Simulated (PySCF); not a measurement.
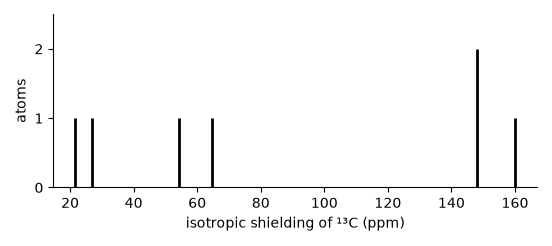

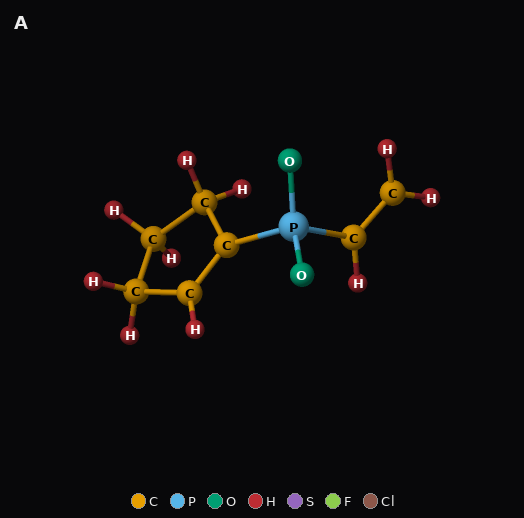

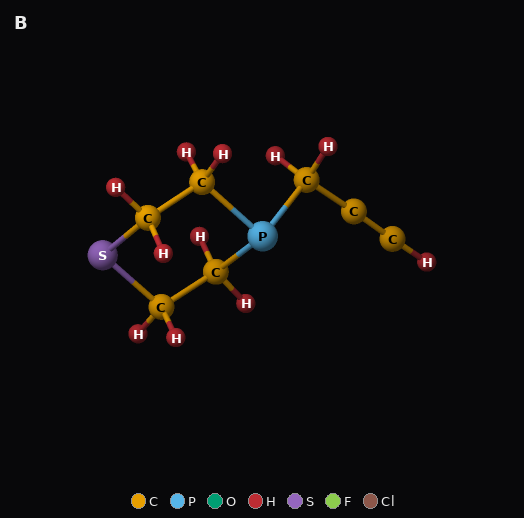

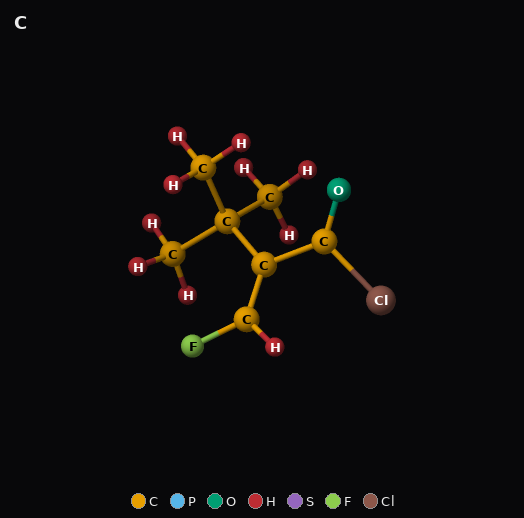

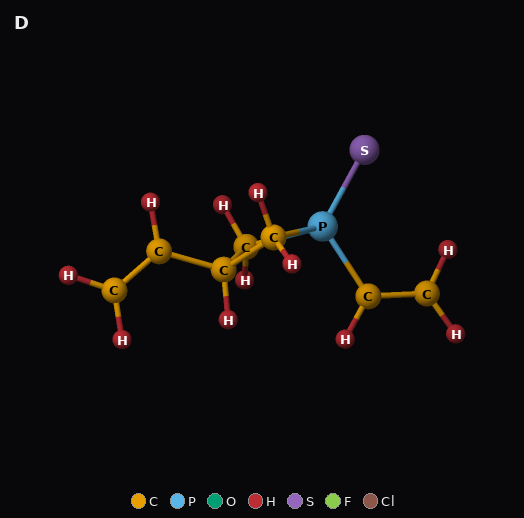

The sticks are computed shieldings of one of the molecules, for one fixed geometry (GFN2-xTB) without averaging over rotations. Low shielding means a high chemical shift. Method: GIAO PBE0/pcSseg-1 NMR shielding, non-relativistic, gas phase (PySCF 2.14.0).

> Match the spectrum to a structure.

A, `C=C[P@](=O)([O-])C1=CCCC1`. Its 7 C atoms give lines at 21.6, 26.9, 54.2, 64.8, 148.0 (2 atoms), 160.0 ppm.

The geometry is semi-empirical. Around P such bond lengths and angles can be off by a tenth of an ångström or more and by several degrees, and values that hang on the shape move with them.
